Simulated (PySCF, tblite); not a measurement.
# C₂H₆BO₄ radical: geometry, infrared bands and EPR parameters

Wanted: the infrared bands and EPR parameters of C₂H₆BO₄ radical (`[O]COCB(O)O`), by calculation.

Programs: tblite 0.8.0 and PySCF 2.14.0, with density-fitted response routines of our own. Each step states its level of theory. These are calculated values for one molecule in the gas phase, unless marked as measured. Atoms count from 0, in the outputs and in this text.

## Step 1: The molecule as given

13 atoms, charge 0, multiplicity 2; geometry from: force field or distance geometry start.

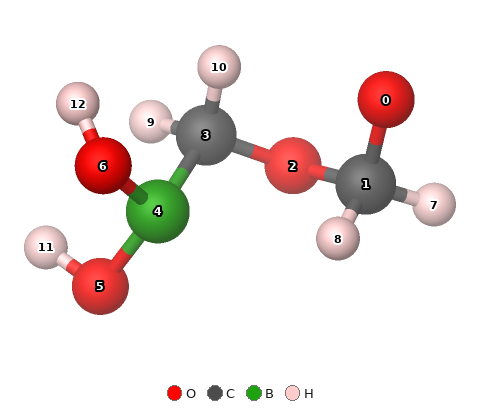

As it starts; oxygen red, carbon dark grey, boron green, hydrogen pink, atoms numbered; sticks join atoms by distance.

## Step 2: Relaxing the molecule with GFN2-xTB

The job: settings as JSON, then the geometry in Å.

```
{"job": {"kind": "relax", "xc": "GFN2-xTB", "basis": "xTB"}, "charge": 0, "multiplicity": 2}
O     -2.208000    -1.235900     0.290800
C     -1.987900     0.143800     0.059500
O     -1.048500     0.323000    -0.940100
C      0.177400    -0.226000    -0.713900
B      0.897300     0.334200     0.607300
O      1.628700     1.594400     0.328200
O      1.719700    -0.663400     1.313700
H     -2.956600     0.564800    -0.216800
H     -1.568000     0.543700     0.996700
H      0.888600    -0.058200    -1.527400
H      0.044900    -1.322300    -0.563200
H      2.353700     1.297900    -0.300900
H      2.054300    -1.295500     0.648500
```

Command:

```
> OMP_NUM_THREADS=1 python probes_run.py task.json out
```

This one command runs all jobs of the session in turn.

The log of the run:

```text
step      E/eV     max force
  0    -672.81906    4.736
  1    -673.60580    2.993
  2    -673.86057    2.006
  3    -673.99115    1.240
  4    -674.20512    1.024
  5    -674.32447    1.101
  6    -674.51833    1.767
  7    -674.72677    1.988
  8    -674.94972    1.245
  9    -675.06253    0.683
 10    -675.12005    0.685
 11    -675.14719    1.327
 12    -675.19184    0.669
 13    -675.21927    0.440
 14    -675.25210    0.586
 15    -675.27607    0.603
 16    -675.30646    2.376
 17    -675.39488    0.769
 18    -675.47680    0.649
 19    -675.34455    3.864
 20    -675.54493    0.946
 21    -675.56945    0.535
 22    -675.58812    0.966
 23    -675.60760    0.992
 24    -675.64193    0.593
 25    -675.65822    0.265
 26    -675.66658    0.265
 27    -675.67490    0.219
 28    -675.68340    0.206
 29    -675.68978    0.250
 30    -675.69325    0.150
 31    -675.69571    0.120
 32    -675.69805    0.127
 33    -675.70090    0.123
 34    -675.70306    0.130
 35    -675.70486    0.126
 36    -675.70662    0.113
 37    -675.70891    0.129
 38    -675.71167    0.151
 39    -675.71481    0.194
 40    -675.71860    0.226
 41    -675.72349    0.225
 42    -675.72980    0.222
 43    -675.73733    0.193
 44    -675.74501    0.178
 45    -675.75114    0.173
 46    -675.75576    0.176
 47    -675.75116    0.708
 48    -675.76394    0.231
 49    -675.76798    0.177
 50    -675.77627    0.470
 51    -675.78074    0.129
 52    -675.78260    0.129
 53    -675.78672    0.245
 54    -675.78876    0.152
 55    -675.79214    0.131
 56    -675.79459    0.104
 57    -675.79804    0.114
 58    -675.80057    0.130
 59    -675.80344    0.167
 60    -675.80629    0.204
 61    -675.80877    0.168
 62    -675.81150    0.131
 63    -675.81421    0.145
 64    -675.81698    0.165
 65    -675.82115    0.154
 66    -675.82489    0.158
 67    -675.82910    0.148
 68    -675.83377    0.167
 69    -675.83834    0.181
 70    -675.84245    0.179
 71    -675.84663    0.173
 72    -675.85037    0.175
 73    -675.85325    0.147
 74    -675.85553    0.175
 75    -675.85777    0.150
 76    -675.86064    0.223
 77    -675.86475    0.206
 78    -675.86966    0.156
 79    -675.87246    0.116
 80    -675.87477    0.108
 81    -675.87660    0.121
 82    -675.87871    0.155
 83    -675.88077    0.146
 84    -675.88223    0.102
 85    -675.88327    0.085
 86    -675.88397    0.073
 87    -675.88477    0.105
 88    -675.88548    0.111
 89    -675.88633    0.124
 90    -675.88733    0.110
 91    -675.88847    0.094
 92    -675.88976    0.113
 93    -675.89095    0.147
 94    -675.89232    0.148
 95    -675.89473    0.158
 96    -675.90000    0.227
 97    -675.90887    0.338
 98    -675.91398    0.594
 99    -675.92532    0.345
100    -675.92915    0.968
101    -675.94557    0.262
102    -675.95190    0.257
103    -675.95614    0.295
104    -675.96196    0.198
105    -675.96471    0.192
106    -675.96734    0.176
107    -675.96966    0.193
108    -675.97173    0.147
109    -675.97605    0.136
110    -675.98004    0.233
111    -675.98625    0.231
112    -675.99209    0.242
113    -675.99505    0.169
114    -675.99678    0.095
115    -675.99796    0.074
116    -675.99876    0.074
117    -675.99921    0.057
118    -675.99970    0.056
119    -675.99997    0.030
120    -676.00009    0.023
121    -676.00014    0.015
122    -676.00017    0.012
123    -676.00020    0.012
124    -676.00022    0.012
125    -676.00024    0.010
126    -676.00025    0.011
127    -676.00026    0.007
```

Wall time 0.51 s (1 thread of Arm Neoverse V2, shared host).

Step by step: (not every step is listed)

```tsv
step	energy from step 0 (eV)	largest force (eV/Å)
0	0.0000	4.7358
1	-0.7867	2.9927
2	-1.0415	2.0062
3	-1.1721	1.2399
4	-1.3861	1.0239
5	-1.5054	1.1008
6	-1.6993	1.7669
7	-1.9077	1.9881
8	-2.1307	1.2450
19	-2.5255	3.8642
30	-2.8742	0.1503
41	-2.9044	0.2254
52	-2.9635	0.1286
63	-2.9951	0.1451
74	-3.0365	0.1750
85	-3.0642	0.0854
96	-3.0809	0.2274
107	-3.1506	0.1930
118	-3.1806	0.0558
122	-3.1811	0.0116
123	-3.1811	0.0118
124	-3.1812	0.0124
125	-3.1812	0.0103
126	-3.1812	0.0107
127	-3.1812	0.0073
```

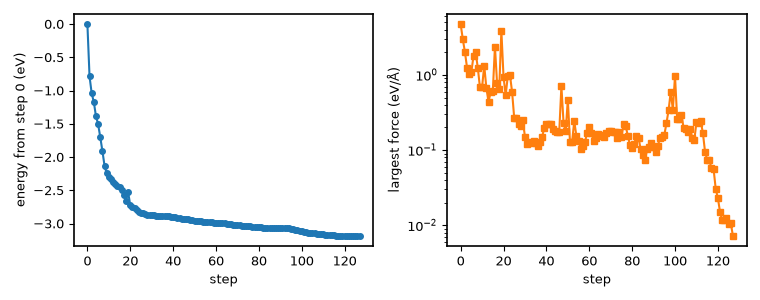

Energy and largest force along the relaxation.

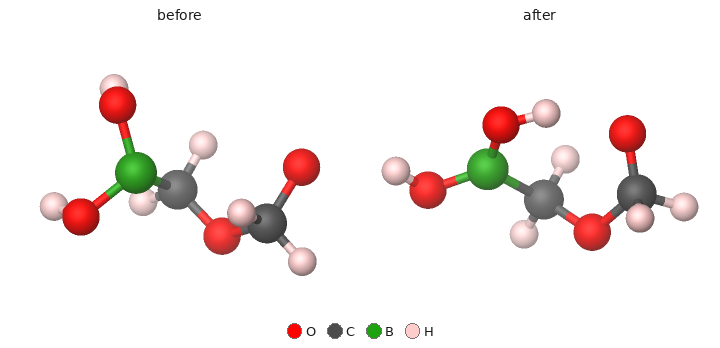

Before and after, at one scale.

Close pairs (by a distance rule), those that changed most:

```tsv
bond	before (Å)	after (Å)	change (Å)
B4–O5	1.484	1.342	-0.141
B4–O6	1.473	1.336	-0.138
O0–C1	1.416	1.281	-0.135
O5–H11	1.005	0.959	-0.046
O2–C3	1.362	1.407	+0.045
C3–B4	1.606	1.645	+0.039
C1–H7	1.092	1.125	+0.034
C1–O2	1.383	1.416	+0.032
```

The next job starts from the end point, and lists it.

## Step 3: Harmonic vibrations with GFN2-xTB

The job: settings as JSON, then the geometry in Å.

```
{"job": {"kind": "ir", "xc": "GFN2-xTB", "basis": "xTB"}, "charge": 0, "multiplicity": 2}
O     -1.223986    -1.195469     0.912098
C     -1.817869    -0.249988     0.283358
O     -1.110680     0.477100    -0.704050
C      0.170854     0.004764    -1.040681
B      1.324455     0.303567     0.092613
O      2.369504     1.048902    -0.300355
O      1.231654    -0.201649     1.325616
H     -2.753109    -0.584165    -0.245836
H     -2.214753     0.551865     0.965081
H      0.421572     0.481865    -1.987641
H      0.127711    -1.087857    -1.160628
H      3.038117     1.192890     0.371818
H      0.432140    -0.741339     1.470877
```

The log of the run:

```text
mode    cm-1     km/mol
  1      73.2      0.55
  2     127.4     20.24
  3     180.4      3.24
  4     215.6     14.54
  5     257.3     24.47
  6     325.5     13.36
  7     397.1     50.83
  8     526.0      7.87
  9     608.1    186.66
 10     653.3     62.94
 11     715.8     14.52
 12     807.5     93.33
 13     827.9     30.56
 14     841.4    101.90
 15     872.6     17.38
 16     946.6    251.54
 17     996.7     96.23
 18    1025.8    189.05
 19    1103.5      3.36
 20    1187.9     49.67
 21    1203.4    471.04
 22    1233.9     20.52
 23    1241.1     46.35
 24    1301.1     33.54
 25    1336.6    105.54
 26    1367.0    476.73
 27    1397.4     12.05
 28    2508.8      4.82
 29    2605.4     19.56
 30    2870.9     13.74
 31    3004.3      8.36
 32    3237.2    126.37
 33    3595.7     22.83
```

Run time: 0.24 s. Hardware: 1 thread of Arm Neoverse V2, shared host.

The strongest bands and the atoms that carry them (share of the mass-weighted mode):

```tsv
cm⁻¹	km/mol	atoms
608	186.7	H11 69 %, O5 13 %, B4 11 %
841	101.9	C1 36 %, H12 19 %, C3 10 %
947	251.5	H11 57 %, O5 25 %, O6 14 %
1026	189.1	H12 74 %
1203	471.0	B4 46 %, O6 15 %
1337	105.5	O0 26 %, H8 20 %, H7 20 %, C1 14 %
1367	476.7	B4 55 %
3237	126.4	H12 94 %
```

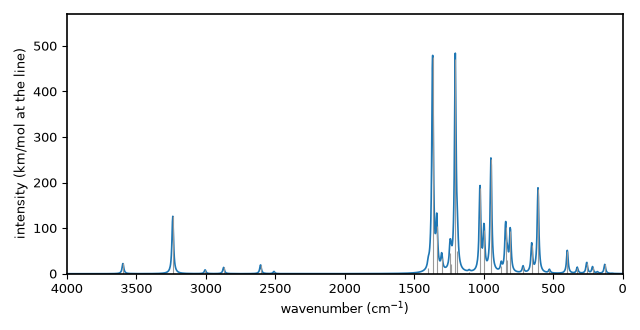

The infrared spectrum from these modes, unscaled. Lines are broadened to a width of 14 cm⁻¹ (Lorentzian).

## Step 4: EPR parameters: B3LYP/pcH-1

The job, as its differences from that of step 3:

```diff
@@ -1,2 +1,2 @@
-{"job": {"kind": "ir", "xc": "GFN2-xTB", "basis": "xTB"}, "charge": 0, "multiplicity": 2}
+{"job": {"kind": "epr", "basis": "pcH-1"}, "charge": 0, "multiplicity": 2}
 O     -1.223986    -1.195469     0.912098
```

Method: UKS B3LYP, pcH-1 on B C H O, non-relativistic, mean-field spin-orbit, GIAO.

The log of the run:

```text
UKS, coarse grid
  cycle   1  E = -405.35572289  |g| = 8.87e-01
  cycle   2  E = -404.69196950  |g| = 1.58e+00
  cycle   3  E = -405.51848073  |g| = 5.24e-01
  cycle   4  E = -405.62595652  |g| = 1.60e-01
  cycle   5  E = -405.63393223  |g| = 6.15e-02
  cycle   6  E = -405.63505743  |g| = 3.77e-02
  cycle   7  E = -405.63546339  |g| = 2.12e-02
  cycle   8  E = -405.63563410  |g| = 8.47e-03
  cycle   9  E = -405.63566364  |g| = 3.07e-03
  cycle  10  E = -405.63566736  |g| = 1.50e-03
  cycle  11  E = -405.63566842  |g| = 6.25e-04
UKS, final grid
  cycle   1  E = -405.63569459  |g| = 1.63e-03
  cycle   2  E = -405.63568445  |g| = 5.40e-03
  cycle   3  E = -405.63569567  |g| = 2.22e-04
  cycle   4  E = -405.63569569  |g| = 8.40e-05
  cycle   5  E = -405.63569570  |g| = 3.84e-05
  cycle   6  E = -405.63569570  |g| = 1.44e-05
E = -405.63569570 Eh   <S^2> = 0.7552 (exact 0.7500)
g shifts (ppm)      1          2          3
  rmc          -264       -264       -264
  gc             -5         37         44
  oz_so         275       6566      16753
  total           6       6339      16533
hyperfine (MHz)  atom isotope    a_iso     a_fc   dipolar eigenvalues
    0   17O     -37.55     -37.55   -165.67     82.21     83.46
    1   13C     -64.71     -64.71     -7.98      0.03      7.95
    2   17O     -14.54     -14.54    -63.40     31.22     32.19
    3   13C      -7.01      -7.01     -3.71     -1.89      5.61
    4   11B      22.27      22.27     -2.92     -1.70      4.62
    5   17O      -4.18      -4.18     -0.81      0.10      0.70
    6   17O       1.03       1.03     -2.83      1.09      1.74
    7    1H     360.65     360.65     -7.86     -4.80     12.66
    8    1H     391.05     391.05     -8.11     -4.26     12.38
    9    1H       2.57       2.57     -2.68     -2.06      4.73
   10    1H      44.17      44.17     -5.39      1.65      3.74
   11    1H       4.92       4.92     -0.88     -0.69      1.57
   12    1H      -1.02      -1.02     -8.28     -7.03     15.31
```

It took 48 s on 1 thread of Arm Neoverse V2, shared host; peak memory 0.87 GiB.

Principal g values 2.00233, 2.00866, 2.01885; g(iso) = 2.00995, against 2.00232 for a free electron.

Hyperfine couplings; where a row names several nuclei, a(iso) is their mean (it holds for fast rotation or exchange) and the dipolar term the largest among them:

```tsv
nuclei	isotope	a(iso) (MHz)	a(iso) (G, at g = 2.0023)	largest dipolar term (MHz)
H7, H8	1H	375.9	134.1	12.7
C1	13C	-64.7	-23.1	-8.0
O0	17O	-37.5	-13.4	-165.7
H9, H10	1H	23.4	8.3	-5.4
B4	11B	22.3	7.9	4.6
O2	17O	-14.5	-5.2	-63.4
C3	13C	-7.0	-2.5	5.6
H11, H12	1H	1.9	0.7	15.3
O5, O6	17O	-1.6	-0.6	-2.8
```

Mulliken spin populations:

O0 0.53; C1 -0.08; O2 0.18; C3 0.01; B4 0.03; O5 0.00; O6 0.00; H7 0.16; H8 0.17; H9 0.00; H10 0.01; H11 0.00; H12 0.00

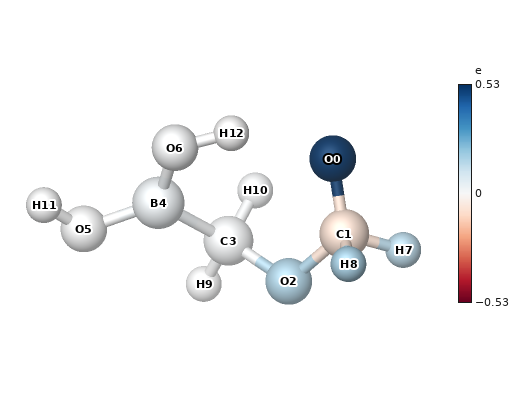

Mulliken spin populations, as colours on the atoms.

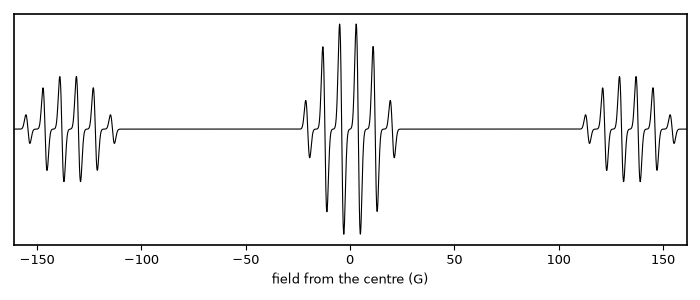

First-order isotropic spectrum (first derivative, main isotopes with spin only, couplings over 0.8 MHz, Gaussian width 0.8 G; couplings of the frozen geometry, rotation of groups not averaged beyond the rows shown).

The fields below are evaluated on a grid from the run's orbitals.

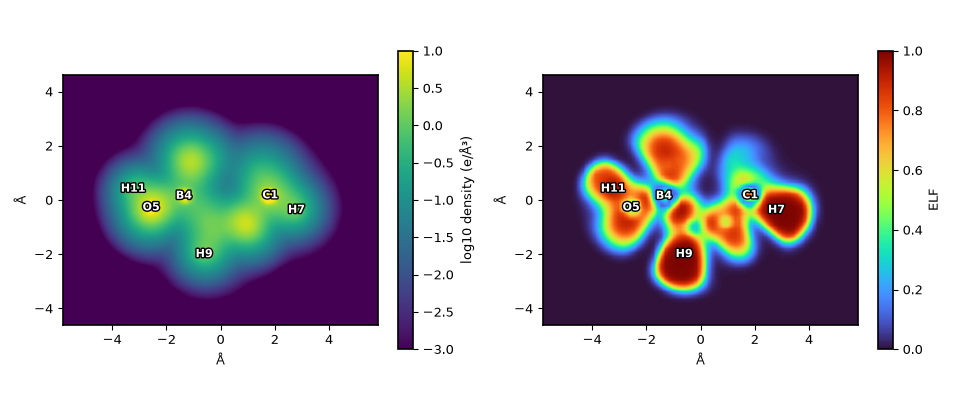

Density (left) and ELF (right) in a plane through or near 6 of the atoms.

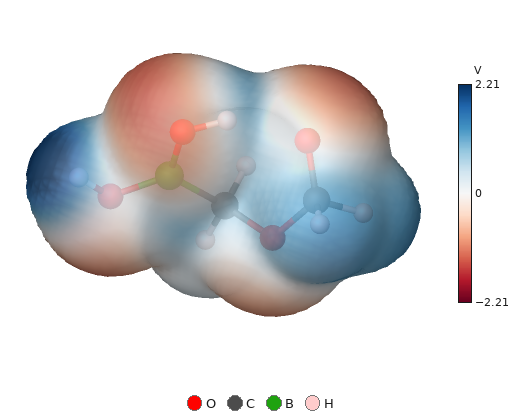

The potential that a unit positive charge feels on the 0.002 e/bohr³ surface, from -1.30 V near O6 to 2.21 V near H11.

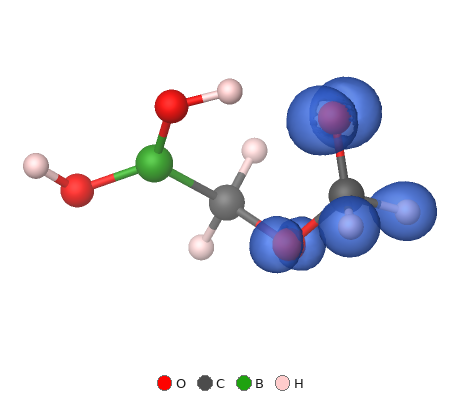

Spin density at ±0.07 e/Å³ (alpha excess blue, beta excess red).

## Step 5: What came out

| quantity | value |
| --- | --- |
| strongest single infrared mode (GFN2-xTB) | 1367 cm⁻¹, 477 km/mol |
| zero-point energy (GFN2-xTB) | 56.6 kcal/mol |
| g(iso) (B3LYP) | 2.00995 |
| ⟨S²⟩ | 0.755 (exact 0.75) |
| largest a(iso) (averaged by class) | 1H on H7, H8, 375.9 MHz |
| potential on the surface of density 0.002 e/bohr³, 1st and 99th percentile | -1.30 V and 2.21 V |

In words: Relaxing lowered the energy by 3.181 eV in 127 steps; the close pair that moved most is B4–O5, from 1.484 to 1.342 Å. No mode is imaginary among the 33: a minimum at this level. The strongest single mode, at 1367 cm⁻¹, moves mainly B4. GFN2-xTB is a fitted tight-binding method: band positions and strengths are rough. Its intensities can rank the bands wrongly. The largest share of the spin, 0.53 e, sits on O0. The isotropic g lies 7.6 ppt above the free-electron value. The conformer search (at its own cheap level) found a structure 25.5 kcal/mol lower, too far down for a turn about a bond: it may have other bonds, so these spectra needn't be the molecule's.
